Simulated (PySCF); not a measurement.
C$_{4}$H$_{4}$S, SMILES `c1ccsc1`.

Method: B3LYP/def2-SVP; geometry: GFN2-xTB; program: PySCF. No frequency check shows the geometry to be a minimum. GFN2-xTB bond lengths at metals and heavier atoms can be off by up to 0.1 Å and shapes distorted, which carries into these values.

Input

```python
import numpy as np
from pyscf import gto, scf, dft
from pyscf.scf import atom_ks, atom_hf
from scipy.linalg import block_diag

def solve(mol, dm0=None, hcore=None):
    mf = (dft.UKS if mol.spin else dft.RKS)(mol, xc='b3lyp')
    mf.grids.level = 3
    mf = mf.density_fit(auxbasis='def2-universal-jkfit')
    mf.conv_tol, mf.max_cycle = 1e-8, 80
    if hcore is not None:
        mf.get_hcore = lambda *args: hcore
    mf.kernel(dm0)
    if not mf.converged:
        mf = mf.newton().run(mf.mo_coeff, mf.mo_occ, max_cycle=30)
    assert mf.converged, 'SCF not converged'
    return mf

mol = gto.M(atom='''
C      1.26548     0.70733     0.00000
C      1.26556    -0.70722     0.00000
C      0.01265    -1.22583     0.00000
S     -1.19289    -0.00004     0.00000
C      0.01251     1.22580     0.00000
H      2.15927     1.30509     0.00000
H      2.15942    -1.30488     0.00000
H     -0.28470    -2.25548     0.00000
H     -0.28495     2.25542     0.00000
''', basis='def2-svp', charge=0, spin=0, verbose=4)
mf = solve(mol)
mf.analyze()
# spherically averaged free atoms, for the promolecule
atm = atom_ks.get_atm_nrks(mol, xc='b3lyp')
pro = block_diag(*[(atm[a[0]][2] * atm[a[0]][3]) @ atm[a[0]][2].T for a in mol._atom])
np.savez('result.npz', e=mf.e_tot, c=mf.mo_coeff, occ=mf.mo_occ, eps=mf.mo_energy, pro=pro, dip=mf.dip_moment(verbose=0), s2=mf.spin_square()[0])
```

Command:

```sh
OMP_NUM_THREADS=1 python input.py
```

The run took 6.5 s on 1 thread of AMD EPYC 7R43 64-Core Processor (Zen 3), on a shared host, peak memory 0.4 GiB.

Partitions, critical points and surface values were worked out afterwards from this run's density.

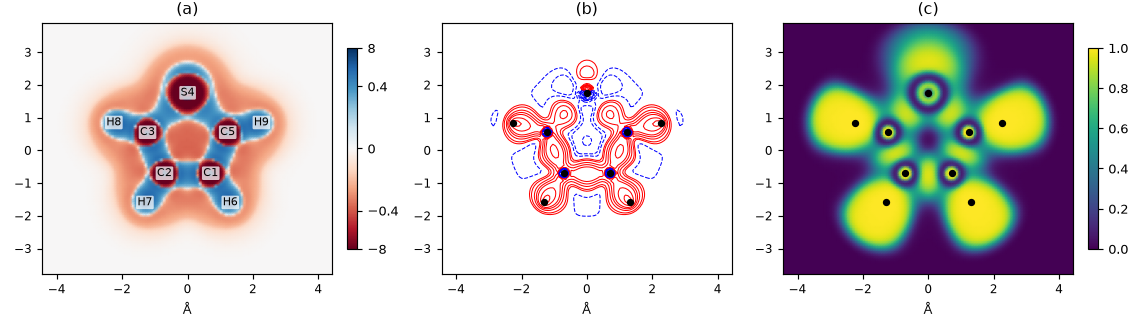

Three fields in the molecular plane. (a): blue positive, red negative. (b): solid red lines positive, dashed blue lines negative.

**The panels show, in some order, the electron localisation function (ELF), negative Laplacian of the density (−∇²ρ) and deformation density. Which is which?**

(a) is the negative Laplacian of the density (−∇²ρ): shells alternate in sign around each nucleus and valence concentrations outline the bonding and non-bonding pairs. (b) is the deformation density: it has both signs, with gains where valence electrons gather and losses around them. (c) is the electron localisation function (ELF): it runs from 0 to 1 and is close to 1 over wide basins that fill the valence regions.
